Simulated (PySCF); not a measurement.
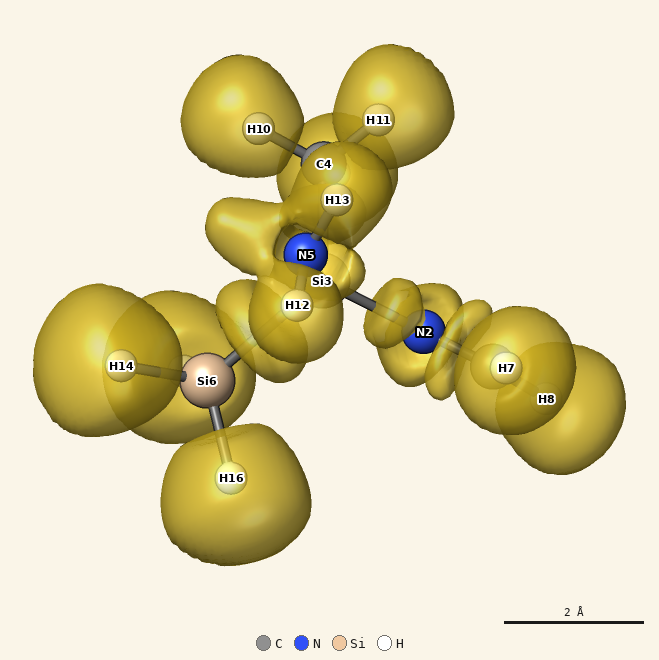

Figure. C₂H₁₀N₂Si₂. Isosurface of the ELF at 0.8 (yellow), seen at a tilt. Core shells and regions of very low density are left out.

Geometry: GFN2-xTB.

Computed with CAM-B3LYP/def2-SVPD, SCF density, gas phase in PySCF.

The calculation's input:

```
{"job": {"kind": "uv", "xc": "CAM-B3LYP", "basis": "def2-SVPD", "nstates": 8, "ntriplets": 3}, "charge": 0, "multiplicity": 1}
C      2.021057    -1.574145    -0.440109
N      1.162185    -0.719168    -0.735699
Si    -0.049136     0.170966     0.126788
C      0.372275     1.974590    -0.297478
N     -0.140787     0.127027     1.859463
Si    -2.046094    -0.608254    -0.721171
H      2.230355    -1.926273     0.576998
H      2.628373    -2.022189    -1.224200
H      0.456842     2.104375    -1.370799
H     -0.404496     2.641331     0.061650
H      1.312579     2.287327     0.146374
H     -0.431174    -0.707586     2.341093
H      0.507568     0.650415     2.425565
H     -3.176638    -0.308067     0.164578
H     -2.381866    -0.016820    -2.018709
H     -2.068642    -2.064585    -0.905755
```

Command:

```sh
OMP_NUM_THREADS=1 python probes_run.py task.json out
```

**Where are the electrons localised?**

At this value the surface marks out one region between bonded C–N atoms (shared pairs), one region between bonded C–Si atoms (shared pairs), one region between bonded Si–Si atoms (shared pairs), eight regions around hydrogen nuclei, one region on N in which the atom's valence shell and bonds are merged and one joined region spread over several atoms (H, N), in which their bonds and any lone pairs are merged. Profiles from the grid: C–N (1.25 Å): the ELF peaks at about 0.90 between the atoms: a short, multiple covalent bond. Si–N (1.73 Å): the ELF peaks at about 0.95 between the atoms: a polar covalent bond.
